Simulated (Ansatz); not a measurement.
Band structure of HfW (R-3m, 2 atoms in the cell).

```yaml
crystal:
  lattice:
    - [1.50970, 0.87163, 4.82358]
    - [-1.50970, 0.87163, 4.82358]
    - [0.00000, -1.74325, 4.82358]
  atoms:
    - { symbol: Hf, position: [0.00000, 0.00000, 0.00000] }
    - { symbol: W, position: [0.50000, 0.50000, 0.50000] }
```

Method: LDA (PW92), default PAW files made with PBE (plane waves; Ansatz, a first-principles code).

Settings: kpoints.mp_grid.grid = 10 10 10; hamiltonian.xc = lda; hamiltonian.pseudopotentials = {kind: paw} (the program's default PAW files); scf.occupations.method = cold; scf.occupations.width = 0.0147 Ry; kpoints.band_path.path = [[0.0, 0.0, 0.0], [0.5, 0.0, 0.0], [0.5, 0.1884352, -0.1884352]]; kpoints.band_path.npoints = 6.

The starting cell was generated: these elements placed on a structure prototype, without a prior relaxation; it need not be a known phase or ordering of this composition. Its lattice was rescaled by a random factor within 2.5 % of one. Spin-orbit coupling is off. Spin polarisation is off.

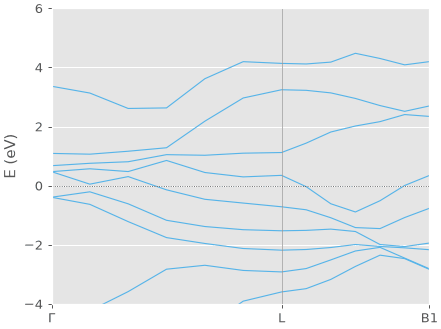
*Bands along the path, energies from the Fermi level.*

Levels in eV from the Fermi level, bands 17 to 23:
```tsv
point	17	18	19	20	21	22	23
Γ	-4.47	-0.39	-0.39	0.48	0.48	0.68	1.09
L	-2.92	-2.18	-1.52	-0.71	0.35	1.12	3.25
B1	-2.81	-2.16	-1.94	-0.76	0.34	2.34	2.70
```

Bands cross the Fermi level along this path, so the cell is metallic at this level.

Keys are those of Ansatz 0.2.
